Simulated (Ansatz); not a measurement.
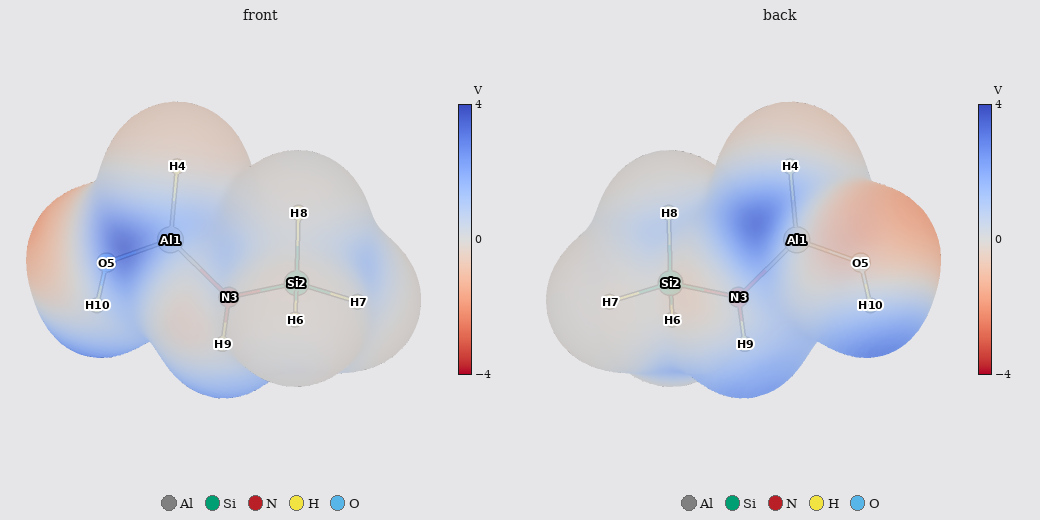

The picture shows: AlH$_{6}$NOSi. The electrostatic potential painted on the density surface at 0.002 e/bohr³, seen from the front and from behind; the colour scale runs from red (negative) to blue (positive).

The product side of a reaction path; geometry: PBE0-D4/def2-TZVP.

These are results of RKS PBE0-D4/def2-TZVPP in Ansatz, not measurements.

Input file:

```
crystal:
  periodic: [false, false, false]
  atoms:
    - {symbol: Al, position_ang: [-0.109051, 0.910955, 1.127512]}
    - {symbol: Si, position_ang: [0.768285, -1.079072, -1.155106]}
    - {symbol: N, position_ang: [-0.388466, -0.139844, -0.285281]}
    - {symbol: H, position_ang: [1.331264, 1.065848, 1.730780]}
    - {symbol: O, position_ang: [-1.374735, 1.766547, 1.856441]}
    - {symbol: H, position_ang: [0.449313, -2.534554, -1.129335]}
    - {symbol: H, position_ang: [0.860060, -0.678299, -2.587568]}
    - {symbol: H, position_ang: [2.088521, -0.863209, -0.508478]}
    - {symbol: H, position_ang: [-1.333944, -0.209272, -0.639200]}
    - {symbol: H, position_ang: [-2.291146, 1.761002, 1.590235]}
basis:
  gaussian: {orbitals: def2-TZVPP}
hamiltonian: {xc: pbe0, dispersion: d4}
output: {orbitals: {seedname: orbitals}}
```

Command:

```sh
ansatz run in.yaml --threads 4 --pin off --events-out ev --progress --plain --max-ram 9574MiB
```

Question: Describe the electrostatic potential map.

Answer: The most negative region (about −1.5 V) lies over O5, the most positive (about +2.9 V) over Al1. O5 is the likeliest acceptor of a hydrogen bond.
